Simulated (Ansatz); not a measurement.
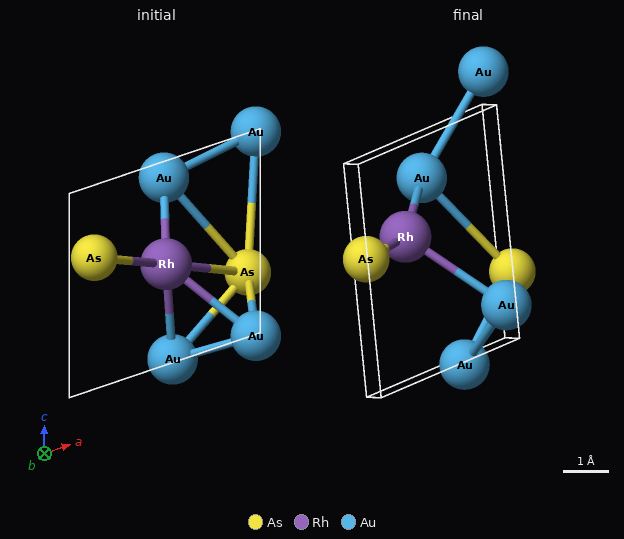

The structure of crystalline As2RhAu3 (built on the Mg2SiNi3-166 type type) before (left) and after (right) a relaxation, at one scale.

Style: ball-and-stick. Shown: the cell of the calculation, reduced to other axes, along the b axis. Lengths and directions refer to the drawn axes.

Case: shaken.

Computed with DFT, PBEsol, plane waves, PAW in Ansatz 0.2.0. (plane-wave cutoff 420 eV; k-point mesh 4 × 4 × 4; occupations fermi dirac; smearing width 0.05 eV; no spin polarisation; cell and atoms relaxed; force threshold 0.01 eV/Å; at most 120 steps)

Question: Describe what moved and what it gained.

Answer: Over 33 accepted moves (38 points after the start) the energy falls by 665 meV per atom. Largest force component: 5.3 eV/Å at the start, 0.0076 eV/Å at the end. Pressure: 13.09 GPa at the start and −0.02 GPa at the end. The line search rejected the trial steps at points 7, 19, 26 of the run. At 2 points the geometry stayed and the basis and grid were re-selected for the new cell (energy shift of 12.4 meV per atom at most each time). An Au atom moves most relative to the cell: 1.02 Å along [0 −1 1]. By element the largest moves are Au 1.02 Å, Rh 0.89 Å, As 0.76 Å. Cell: a 5.273 → 4.399 Å (−16.6 %), b 5.282 → 6.166 Å (+16.7 %), c 5.295 → 6.109 Å (+15.4 %), α 61.1° → 60.3°, β 61.1° → 59.1°, γ 60.4° → 53.8°. Volume +3.8 %. Among the contacts that change: As–Au 2.931 → 4.892 Å, Au–Rh 4.611 → 2.792 Å, Au–Au 4.257 → 2.713 Å, As–Au 3.203 → 4.639 Å. New bonds form, among them: Au–Au (4.26 → 2.71 Å), Au–Rh (4.61 → 2.79 Å). Bonds break, among them: Au–Rh (2.51 → 3.80 Å). Bond angles that change, for instance: As–Rh–Au 67.4° → 128.8°, As–Rh–As 173.1° → 120.3°, As–Rh–Au 119.8° → 171.8°. The space group stays P1 (No. 1).
